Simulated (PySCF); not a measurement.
System: C$_{5}$H$_{18}$Si$_{4}$.

Input

```
{"job": {"kind": "nmr", "xc": "PBE0", "basis": "pcSseg-1"}, "charge": 0, "multiplicity": 1}
C     -3.344163     0.699573    -0.681878
C     -2.129836     1.019806     0.159776
C     -1.697051     0.031984     1.263850
C     -0.220587     0.305502     0.885883
Si     1.050892    -1.095166     0.830928
Si     0.135184    -2.996819    -0.195155
Si     2.869910    -0.352423    -0.454504
Si     3.451988     1.810948     0.236077
C     -0.725499     0.873921    -0.462915
H     -3.259279    -0.305144    -1.127743
H     -4.267018     0.722816    -0.080727
H     -3.463490     1.422090    -1.504885
H     -2.228334     2.028584     0.596170
H     -2.005636    -0.998278     1.016053
H     -2.004917     0.240905     2.299473
H      0.184681     1.121376     1.508876
H      1.539870    -1.459731     2.201339
H     -0.986958    -3.586328     0.601936
H     -0.398340    -2.630928    -1.545835
H      1.188063    -4.044272    -0.374521
H      4.045616    -1.269932    -0.319392
H      2.474327    -0.307239    -1.899782
H      2.282122     2.723336     0.034705
H      4.617289     2.359267    -0.524621
H      3.792134     1.804541     1.693379
H     -0.230403     1.776369    -0.853157
H     -0.723697     0.110470    -1.260318
```

Run with:

```sh
OMP_NUM_THREADS=1 python probes_run.py task.json out
```

Geometry: PBE0-D3(BJ)/def2-SVP.

Theory: PBE0/pcSseg-1, SCF density, gas phase, non-relativistic in PySCF.

Question: Predict the electron density and electron localisation function between the atoms.

Answer: Si–Si (2.34 Å): ρ at the midpoint is about 0.63 e/Å³; the ELF peaks at about 1 between the atoms; localised, covalent bonding.
C–H (1.10 Å): ρ is about 1.9 e/Å³ halfway; the ELF climbs to about 1 towards the hydrogen, as it does in any bond to H; a covalent bond by its length.

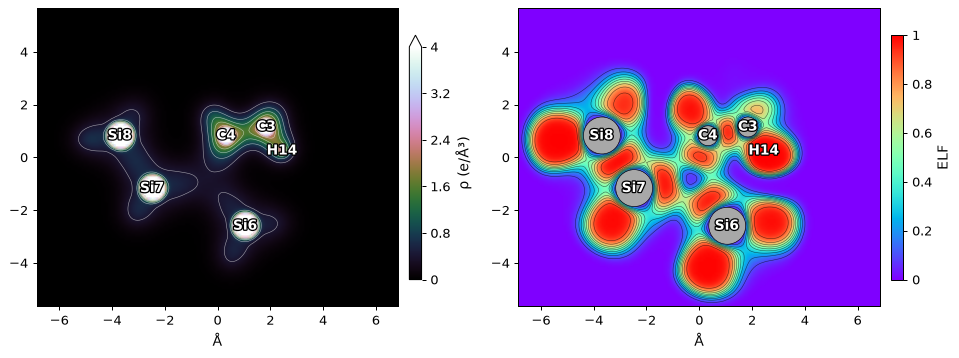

Computed electron density and electron localisation function on the plane of atoms C4, C3 and H14, in this order. Grey discs cover the atomic cores in the ELF map. 
